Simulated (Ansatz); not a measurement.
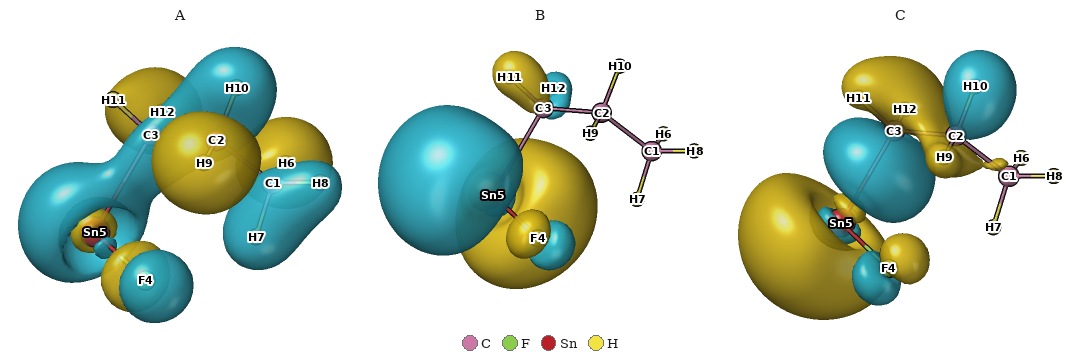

The picture shows: C3H7FSn (SMILES CC[CH2][Sn][F]). Three frontier orbitals at ±0.08 Å⁻³ᐟ² (yellow and cyan are the two phases), in no order.

Geometry: PBE0-D4/def2-SVP; core potentials replace the inner electrons of Sn.

The calculation used isolated molecule in a Gaussian basis; Kohn-Sham density functional theory, functional PBE0 in Ansatz 0.2.0.

```xyz
12

C    -1.7524    0.7470   -0.7420
C    -0.6981    0.4204    0.3055
C     0.6651    0.1001   -0.2960
F     0.4499    3.1295   -0.5812
Sn    1.6642    1.7709   -1.3389
H    -1.8511   -0.0633   -1.4835
H    -1.4919    1.6778   -1.2703
H    -2.7425    0.9008   -0.2862
H    -0.6054    1.2790    0.9905
H    -1.0443   -0.4306    0.9208
H     1.3884   -0.2108    0.4842
H     0.6099   -0.7543   -0.9975
```

### Order the three orbitals by energy and name them.

A is the HOMO−1 (−9.13 eV). By Hirshfeld shares it lies mainly on C2 (about 20 %), Sn5 (about 15 %), H9 (about 15 %), F4 (about 10 %), C1 (about 10 %) and C3 (about 10 %). C is the HOMO (−6.45 eV). Its weight (Hirshfeld) is mainly on Sn5 (about 50 %) and C3 (about 30 %). B is the LUMO (−2.57 eV). By Hirshfeld shares it lies mainly on Sn5 (about 85 %).

### What is the HOMO–LUMO gap?

3.88 eV between the orbital energies.
